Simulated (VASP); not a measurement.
## Ni(111) over its thickness

Aim: follow surface energy, work function and relaxation of Ni(111) with the number of layers.

Method: PBE, spin-polarised from a ferromagnetic start (one magnetic atom a cell); plane waves and PAW (Ni), in the first sound run; inputs show where later runs differ, in VASP 6.6.1.

### Step 1. The structure

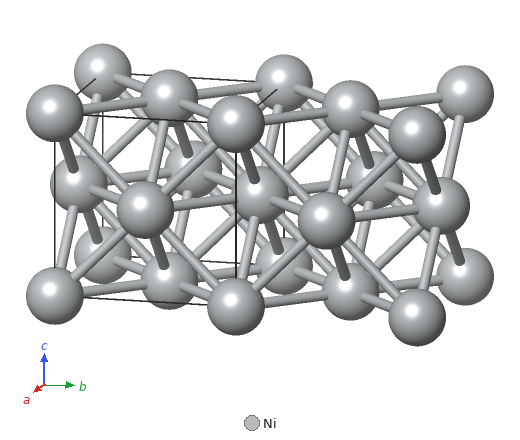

The starting structure, seen slightly off an axis (nickel light grey). 1×2×1 cells are drawn. This picture shows the conventional cell, with its axes. Some periodic images of atoms are drawn too.

Coordinates:

```cif
data_structure
_symmetry_space_group_name_H-M 'Fm-3m'
_symmetry_Int_Tables_number 225
_cell_length_a 3.5200
_cell_length_b 3.5200
_cell_length_c 3.5200
_cell_angle_alpha 90.000
_cell_angle_beta 90.000
_cell_angle_gamma 90.000
_cell_volume 43.61
loop_
_atom_site_label
_atom_site_type_symbol
_atom_site_symmetry_multiplicity
_atom_site_Wyckoff_symbol
_atom_site_fract_x
_atom_site_fract_y
_atom_site_fract_z
_atom_site_occupancy
Ni1 Ni 4 a 0.00000 0.00000 0.00000 1
```

### Step 2. The bulk reference, job relaxation, k-mesh 19×19×19

The bulk crystal is relaxed first, so that the slabs are cut at this functional's lattice.

INCAR reads:

```
SYSTEM = Ni
PREC = Accurate
ENCUT = 420
EDIFF = 1E-06
NELM = 120
ISMEAR = 1
SIGMA = 0.15
LREAL = .FALSE.
ALGO = Normal
GGA = PE
NBANDS = 12
ISPIN = 2
MAGMOM = 1
LASPH = .TRUE.
LMAXMIX = 4
LORBIT = 11
LWAVE = .FALSE.
LCHARG = .FALSE.
KPAR = 4
IBRION = 2
NSW = 30
ISIF = 3
EDIFFG = -0.01
POTIM = 0.4
```

POSCAR reads:

```
Ni
1.0
    0.0000000000      1.7600000000      1.7600000000
    1.7600000000      0.0000000000      1.7600000000
    1.7600000000      1.7600000000      0.0000000000
Ni
1
Direct
    0.0000000000      0.0000000000      0.0000000000
```

KPOINTS reads:

```
Automatic mesh
0
Gamma
19 19 19
0 0 0
```

PAW data sets: Ni (PBE family, release 64).

Run with:

```console
$ mpirun -np 4 vasp_std
```

The log of the run:

```text
[banner, memory and clock lines left out]
running    4 mpi-ranks, on    1 nodes
 distrk:  each k-point on    1 cores,    4 groups
 distr:  one band on    1 cores,    1 groups

 POSCAR found type information on POSCAR Ni
 POSCAR found :  1 types and       1 ions
 LDA part: xc-table for (Slater+PW92), standard interpolation
 POSCAR, INCAR and KPOINTS ok, starting setup
 FFT: planning ... GRIDC
 FFT: planning ... GRID_SOFT
 FFT: planning ... GRID
 WAVECAR not read
 entering main loop
       N       E                     dE             d eps       ncg     rms          rms(c)
DAV:   1     0.265656405815E+02    0.26566E+02   -0.39284E+03 11140   0.909E+02
DAV:   2    -0.558728394405E+01   -0.32153E+02   -0.30209E+02 11372   0.155E+02
DAV:   3    -0.648915162113E+01   -0.90187E+00   -0.89670E+00 12104   0.291E+01
DAV:   4    -0.649602507309E+01   -0.68735E-02   -0.68723E-02 12216   0.223E+00
DAV:   5    -0.649616330399E+01   -0.13823E-03   -0.13823E-03 12416   0.302E-01    0.991E+00
DAV:   6    -0.582412634193E+01    0.67204E+00   -0.14582E+01 13436   0.505E+01    0.609E+00
DAV:   7    -0.548689357339E+01    0.33723E+00   -0.25503E+00 13284   0.195E+01    0.191E+00
DAV:   8    -0.547248246903E+01    0.14411E-01   -0.15897E-02 14272   0.110E+00    0.993E-01
DAV:   9    -0.546968542348E+01    0.27970E-02   -0.23079E-03 15540   0.374E-01    0.270E-01
DAV:  10    -0.546912061875E+01    0.56480E-03   -0.67815E-04 14936   0.188E-01    0.433E-02
DAV:  11    -0.546911616485E+01    0.44539E-05   -0.68359E-05 13424   0.854E-02    0.222E-02
DAV:  12    -0.546911699040E+01   -0.82555E-06   -0.21177E-06  9672   0.123E-02
   1 F= -.54691170E+01 E0= -.54689379E+01  d E =-.546912E+01  mag=     0.6425
 curvature:   0.00 expect dE= 0.000E+00 dE for cont linesearch  0.000E+00
 trial: gam= 0.00000 g(F)=  0.133E-62 g(S)=  0.359E-03 ort = 0.000E+00 (trialstep = 0.100E+01)
 search vector abs. value=  0.359E-03
 bond charge predicted
       N       E                     dE             d eps       ncg     rms          rms(c)
DAV:   1    -0.547688278688E+01   -0.77666E-02   -0.10224E-01 13316   0.447E+00    0.756E-01
DAV:   2    -0.547184052568E+01    0.50423E-02   -0.10835E-01 13428   0.403E+00    0.442E-01
DAV:   3    -0.546929763448E+01    0.25429E-02   -0.17157E-02 13292   0.167E+00    0.118E-01
DAV:   4    -0.546916457355E+01    0.13306E-03   -0.10134E-04 12056   0.764E-02    0.675E-02
DAV:   5    -0.546914087790E+01    0.23696E-04   -0.42026E-05 14016   0.434E-02    0.152E-02
DAV:   6    -0.546914107585E+01   -0.19795E-06   -0.13857E-06  7648   0.896E-03
   2 F= -.54691411E+01 E0= -.54689460E+01  d E =-.240855E-04  mag=     0.6390
 trial-energy change:   -0.000024  1 .order   -0.000030   -0.000359    0.000299
 step:   0.5320(harm=  0.5459)  dis= 0.00000  next Energy=    -5.469212 (dE=-0.946E-04)
 bond charge predicted
       N       E                     dE             d eps       ncg     rms          rms(c)
DAV:   1    -0.547090241438E+01   -0.17615E-02   -0.22292E-02 13288   0.210E+00    0.353E-01
DAV:   2    -0.546979303298E+01    0.11094E-02   -0.24054E-02 13448   0.187E+00    0.205E-01
DAV:   3    -0.546923135341E+01    0.56168E-03   -0.37902E-03 13276   0.788E-01    0.564E-02
DAV:   4    -0.546920171654E+01    0.29637E-04   -0.24329E-05 12096   0.374E-02    0.318E-02
DAV:   5    -0.546919741317E+01    0.43034E-05   -0.95068E-06 13220   0.209E-02    0.727E-03
DAV:   6    -0.546919832061E+01   -0.90744E-06   -0.24711E-07  5632   0.456E-03
   3 F= -.54691983E+01 E0= -.54690125E+01  d E =-.813302E-04  mag=     0.6410
 curvature:  -0.27 expect dE=-0.179E-06 dE for cont linesearch -0.179E-06
 trial: gam=-0.04095 g(F)=  0.844E-63 g(S)=  0.657E-06 ort = 0.154E-04 (trialstep = 0.906E+00)
 search vector abs. value=  0.130E-08
 reached required accuracy - stopping structural energy minimisation
```

Elapsed: 32 s, on 4 MPI ranks of Intel Xeon Platinum 8488C (Sapphire Rapids), shared host; peak memory 0.57 GiB; 2.1 min of CPU time.

The logs omit lines about the potential files and the build; timing stands in the text.

Parts of OUTCAR (step 2):

```text
ion  position               nearest neighbor table
   1  0.000  0.000  0.000-

  LATTYP: Found a face centered cubic cell.
 ALAT       =     3.5200000000

 Subroutine GETGRP returns: Found 48 space group operations
 (whereof 48 operations were pure point group operations)

The static configuration has the point symmetry O_h .

 Found    220 irreducible k-points:

   k-points           NKPTS =    220   k-points in BZ     NKDIM =    220   number of bands    NBANDS=     12

   dimension x,y,z NGX =    18 NGY =   18 NGZ =   18
   dimension x,y,z NGXF=    36 NGYF=   36 NGZF=   36

   ENCUT  =  420.0 eV  30.87 Ry    5.56 a.u.   4.16  4.16  4.16*2*pi/ulx,y,z

   NELECT =      10.0000    total number of electrons

 k-points in reciprocal lattice and weights: Automatic mesh
   0.00000000  0.00000000  0.00000000       0.000
   0.05263158  0.00000000  0.00000000       0.001
   0.10526316  0.00000000  0.00000000       0.001
   0.15789474  0.00000000  0.00000000       0.001
   0.21052632  0.00000000  0.00000000       0.001
   0.26315789  0.00000000  0.00000000       0.001
   0.31578947  0.00000000  0.00000000       0.001
   0.36842105  0.00000000  0.00000000       0.001
   0.42105263  0.00000000  0.00000000       0.001
[...]
-0.31578947  0.47368421  0.21052632       0.003
  -0.26315789  0.47368421  0.21052632       0.003

 average (electrostatic) potential at core
       1 -81.9922

 E-fermi :   9.4078

 spin component 1
 k-point     1 :       0.0000    0.0000    0.0000
  band No.  band energies     occupation
    ...
      2       6.9463      1.00000
      3       6.9463      1.00000
      4       6.9463      1.00000
      5       8.1311      1.00000
      6       8.1311      1.00000
      7      33.1342      0.00000
      8      37.0009      0.00000
      9      37.0009      0.00000
     10      37.0009      0.00000
     11      39.9431      0.00000
    ...

 k-point     2 :       0.0526    0.0000    0.0000
  band No.  band energies     occupation
    ...
      2       6.9180      1.00000
      3       6.9705      1.00000
      4       6.9705      1.00000
      5       8.1204      1.00000
      6       8.1204      1.00000
      7      32.7999      0.00000
      8      35.5403      0.00000
      9      36.7304      0.00000
     10      36.7304      0.00000
     11      40.3376      0.00000
    ...

 k-point     3 :       0.1053    0.0000    0.0000
  band No.  band energies     occupation
    ...
      2       6.8409      1.00000
      3       7.0357      1.00000
      4       7.0357      1.00000
      5       8.0964      1.00000
      6       8.0964      1.00000
      7      31.1434      0.00000
      8      34.3452      0.00000
      9      36.1816      0.00000
     10      36.1816      0.00000
     11      41.1357      0.00000
    ...

 k-point     4 :       0.1579    0.0000    0.0000
  band No.  band energies     occupation
    ...
      2       6.7377      1.00000
      3       7.1163      1.00000
      4       7.1163      1.00000
      5       8.0833      1.00000
      6       8.0833      1.00000
      7      28.5410      0.00000
      8      33.9401      0.00000
      9      35.6215      0.00000
     10      35.6215      0.00000
     11      41.0831      0.00000
    ...

 k-point     5 :       0.2105    0.0000    0.0000
  band No.  band energies     occupation
    ...
      2       6.6477      1.00000
      3       7.1713      1.00000
      4       7.1714      1.00000
      5       8.1190      1.00000
      6       8.1190      1.00000
      7      25.8208      0.00000
      8      33.5690      0.00000
      9      35.1372      0.00000
     10      35.1372      0.00000
     11      41.2093      0.00000
    ...

 k-point     6 :       0.2632    0.0000    0.0000
  band No.  band energies     occupation
    ...
      2       6.6387      1.00000
      3       7.1702      1.00000
      4       7.1702      1.00000
      5       8.2276      1.00000
      6       8.2276      1.00000
      7      23.1796      0.00000
      8      33.1045      0.00000
      9      34.7499      0.00000
     10      34.7499      0.00000
     11      40.1458      0.00000
    ...

  Total       -0.0023823     -0.0023823     -0.0023823      0.0000000      0.0000000     -0.0000000
  in kB       -0.3512604     -0.3512604     -0.3512604      0.0000000      0.0000000     -0.0000000
  external PRESSURE =      -0.3512604 kB  Pullay stress =       0.0000000 kB

  energy-cutoff  :      420.00
  volume of cell :       10.87
      direct lattice vectors                 reciprocal lattice vectors
     0.000000000  1.757987365  1.757987365    -0.284416151  0.284416151  0.284416151
     1.757987365  0.000000000  1.757987365     0.284416151 -0.284416151  0.284416151
     1.757987365  1.757987365  0.000000000     0.284416151  0.284416151 -0.284416151

 POSITION                                       TOTAL-FORCE (eV/Angst)
 -----------------------------------------------------------------------------------
      0.00000      0.00000      0.00000         0.000000      0.000000     -0.000000
 -----------------------------------------------------------------------------------
    total drift:                               -0.000000     -0.000000     -0.000000

  FREE ENERGIE OF THE ION-ELECTRON SYSTEM (eV)
  ---------------------------------------------------
  free  energy   TOTEN  =        -5.4691983206 eV

  energy  without entropy=       -5.4686408853  energy(sigma->0) =       -5.46901251

 reached required accuracy - stopping structural energy minimisation

 total charge
# of ion       s       p       d       tot
------------------------------------------
    1        0.499   0.499   8.313   9.311

 magnetization (x)
# of ion       s       p       d       tot
------------------------------------------
    1       -0.006  -0.025   0.684   0.653

[... 6 further parts left out ...]
```

CONTCAR:

```
Ni
   1.00000000000000
     0.0000000000000000    1.7579873651334121    1.7579873651334121
     1.7579873651334121    0.0000000000000000    1.7579873651334121
     1.7579873651334121    1.7579873651334121    0.0000000000000000
  Ni
     1
Direct
     0.0000000000000000    0.0000000000000000    0.0000000000000000
```

The cell holds one magnetic atom, so no antiferromagnetic order fits into it. The run keeps the 48 symmetry operations of its start, so it cannot find a distortion of lower symmetry.

Relaxation path:

| step | energy less that of the first step (eV) | largest force (eV/Å) | pressure (GPa) | volume (Å³) |
| --- | --- | --- | --- | --- |
| 1 | 0.0000 | 0.0000 | -0.82 | 10.90 |
| 2 | 0.0000 | 0.0000 | 0.69 | 10.83 |
| 3 | -0.0001 | 0.0000 | -0.04 | 10.87 |

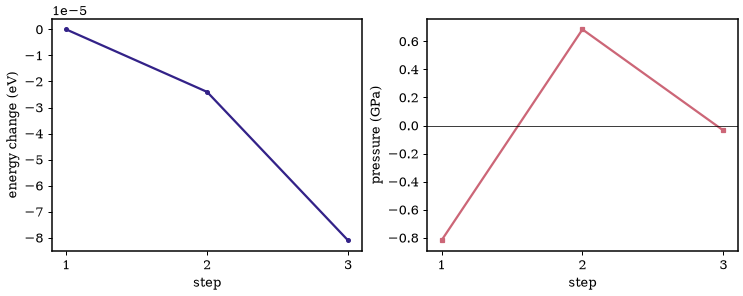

Energy and pressure along the relaxation.

| conventional cell, symmetrised | before | after | change |
| --- | --- | --- | --- |
| a (Å) | 3.520 | 3.516 | -0.1 % |
| b (Å) | 3.520 | 3.516 | -0.1 % |
| c (Å) | 3.520 | 3.516 | -0.1 % |
| volume (Å³/atom) | 10.90 | 10.87 | -0.3 % |

Final coordinates:

```
Ni
1.0
     0.00000    1.75799    1.75799
     1.75799    0.00000    1.75799
     1.75799    1.75799    0.00000
Ni
1
Cartesian
  0.0000 0.0000 0.0000
```

This step gave:

* electronic cycles: 24
* electrons: 10
* free energy (TOTEN): -5.469 eV
* energy at zero smearing: -5.469 eV
* Fermi energy: 9.408 eV
* moment of the cell, from the last line of the log: 0.64 μB
* metallic: yes

Spin moment in the PAW sphere by atom:

| atom | spin moment in the PAW sphere (μB) |
| --- | --- |
| Ni1 | 0.653 |

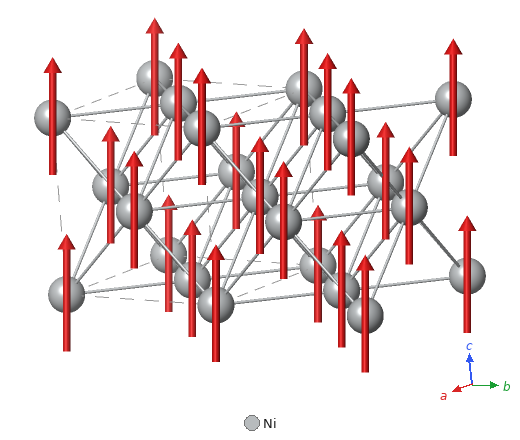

Spin moment in the PAW sphere as arrows, the longest 0.653 μB. Up and down stand for the sign. Arrows give size and sign along the axis of quantisation, drawn up and down the page. 1×2×1 conventional cells are drawn. Some periodic images of atoms are drawn too.

The run ended after 3 ionic steps, 0.000 eV below its first step, once forces and stress met EDIFFG = -0.01.

Energy at zero smearing: -5.46901 eV.

### Step 3. The bulk reference, job self-consistent run, k-mesh 23×23×23

INCAR reads:

```
SYSTEM = Ni
PREC = Normal
ENCUT = 320
EDIFF = 1E-06
NELM = 120
ISMEAR = 1
SIGMA = 0.15
LREAL = .FALSE.
ALGO = Fast
GGA = PE
NBANDS = 12
ISPIN = 2
MAGMOM = 1
LASPH = .TRUE.
LMAXMIX = 4
LORBIT = 11
LWAVE = .FALSE.
LCHARG = .FALSE.
KPAR = 4
```

POSCAR reads:

```
Ni
1.0
    0.0000000000      1.7579873651      1.7579873651
    1.7579873651      0.0000000000      1.7579873651
    1.7579873651      1.7579873651      0.0000000000
Ni
1
Direct
    0.0000000000      0.0000000000      0.0000000000
```

KPOINTS reads:

```
Automatic mesh
0
Gamma
23 23 23
0 0 0
```

Run with:

```console
$ mpirun -np 4 vasp_std
```

The log of the run:

```text
[... set-up lines as in an earlier step ...]
 entering main loop
       N       E                     dE             d eps       ncg     rms          rms(c)
DAV:   1     0.214344327143E+02    0.21434E+02   -0.33313E+03 18948   0.734E+02
DAV:   2    -0.587329894585E+01   -0.27308E+02   -0.25526E+02 18904   0.134E+02
DAV:   3    -0.648925524244E+01   -0.61596E+00   -0.61334E+00 20044   0.228E+01
DAV:   4    -0.649330598980E+01   -0.40507E-02   -0.40502E-02 20140   0.163E+00
DAV:   5    -0.649337655702E+01   -0.70567E-04   -0.70568E-04 20400   0.203E-01    0.990E+00
RMM:   6    -0.580654288343E+01    0.68683E+00   -0.25971E+00 21771   0.206E+01    0.648E+00
RMM:   7    -0.550243284730E+01    0.30411E+00   -0.37252E-01 21523   0.776E+00    0.212E+00
RMM:   8    -0.548307315949E+01    0.19360E-01   -0.63153E-03 25710   0.623E-01    0.980E-01
WARNING in EDDRMM: call to ZHEGV failed, returncode =   8  4     11
RMM:   9    -0.548112962028E+01    0.19435E-02   -0.78885E-04 24832   0.256E-01    0.227E-01
RMM:  10    -0.548061298619E+01    0.51663E-03   -0.25436E-04 23016   0.202E-01    0.502E-02
RMM:  11    -0.548060670401E+01    0.62822E-05   -0.55693E-05 25884   0.526E-02    0.294E-02
RMM:  12    -0.548060902569E+01   -0.23217E-05   -0.85099E-06 23777   0.211E-02    0.872E-03
RMM:  13    -0.548060849836E+01    0.52732E-06   -0.93221E-07 16086   0.804E-03
   1 F= -.54806085E+01 E0= -.54803998E+01  d E =-.626067E-03  mag=     0.6143
```

It took 11 s on 4 MPI ranks; peak memory 0.54 GiB.

OUTCAR, selected parts (step 3):

```text
  Total        0.0104826      0.0104826      0.0104826     -0.0000000     -0.0000000      0.0000000
  in kB        1.5456152      1.5456152      1.5456152     -0.0000000     -0.0000000      0.0000000
  external PRESSURE =       1.5456152 kB  Pullay stress =       0.0000000 kB

 POSITION                                       TOTAL-FORCE (eV/Angst)
 -----------------------------------------------------------------------------------
      0.00000      0.00000      0.00000         0.000000     -0.000000     -0.000000
 -----------------------------------------------------------------------------------
    total drift:                               -0.000000     -0.000000     -0.000000

  FREE ENERGIE OF THE ION-ELECTRON SYSTEM (eV)
  ---------------------------------------------------
  free  energy   TOTEN  =        -5.4806084984 eV

  energy  without entropy=       -5.4799824313  energy(sigma->0) =       -5.48039981

 magnetization (x)
# of ion       s       p       d       tot
------------------------------------------
    1       -0.007  -0.025   0.659   0.627

[... 3 further parts left out ...]
[key lines of the parts left out:]
E-fermi :   9.4086
```

This step gave:

```
electronic cycles                                 : 13
free energy (TOTEN)                               : -5.481 eV
energy at zero smearing                           : -5.480 eV
Fermi energy                                      : 9.409 eV
moment of the cell, from the last line of the log : 0.61 μB
```

Energy at zero smearing: -5.48040 eV.

The run ends at a pressure of 0.15 GPa.

[end of part 1 of 8]

[Lines on the potential files, build, host, timing and source positions are cut from VASP's logs without a mark.]

[Logs are printed without paths, hosts, clocks, repeated set-up lines and the standing remarks that a program may print on its own settings, such as how far it seeks lower states.]

[Hosts, paths, dates, database ids (printed as entryN), source tags and the programs' standing remarks are cut or masked in the printed files.]

[Runs that stopped without an error message from VASP are left out.]
